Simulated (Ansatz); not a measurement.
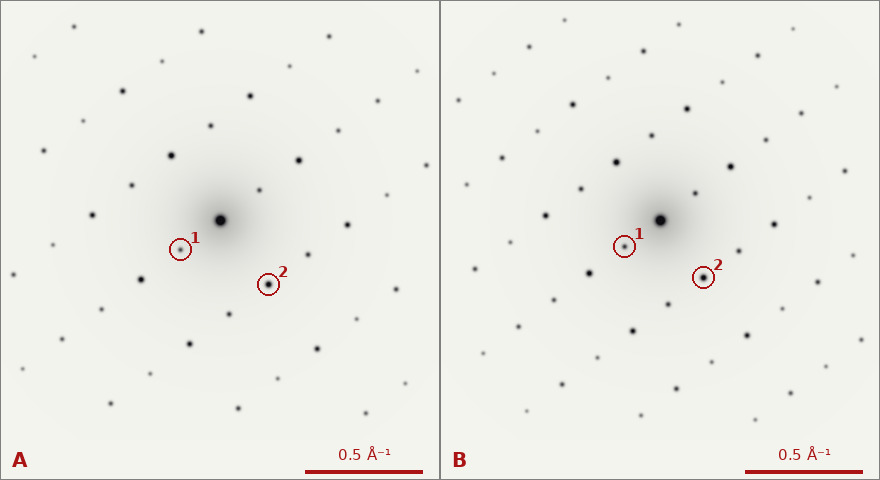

Kinematic electron diffraction patterns (200 kV, B = 0.5 Å², same scale) along [101] of the run's own cell, for the start and the end of one relaxation of Li4TlCl with Ansatz 0.2.0, DFT, PAW plane waves, r2scan. k mesh 6×6×6. The start is a generated model structure, and the relaxation ends in the nearest stationary point of its symmetry, not necessarily the ground state. Spot 1 is 0 -1 0 and spot 2 is 1 0 -1 in both.

Start structure:

```
Tl Cl Li
1.0
     0.00000    4.06713    4.06713
     4.06713    0.00000    4.06713
     4.06713    4.06713    0.00000
Tl Cl Li
1 1 4
Direct
  0.50000 0.50000 0.50000
  0.00000 0.00000 0.00000
  0.12700 0.12700 0.12700
  0.61900 0.12700 0.12700
  0.12700 0.12700 0.61900
  0.12700 0.61900 0.12700
```

Which pattern belongs to the start structure, and which to the relaxed one?

A is the start: its cell gives d(1) = 4.696 Å, d(2) = 2.876 Å and an angle of 90.0°. B is the relaxed structure, with d(1) = 5.243 Å (+11.6 %), d(2) = 3.210 Å (+11.6 %) and 90.0°.

What did the relaxation do to the structure and the energy?

The volume changed by +39.1 % to 31.20 Å³ an atom; with the mean shift removed, the atoms moved by up to 0.20 Å relative to the cell (Li most); the space group stayed F-43m (No. 216); the free energy fell by 460 meV an atom. Relaxed cell: a = 6.421 Å, b = 6.421 Å, c = 6.421 Å, α = 60.00°, β = 60.00°, γ = 60.00°.
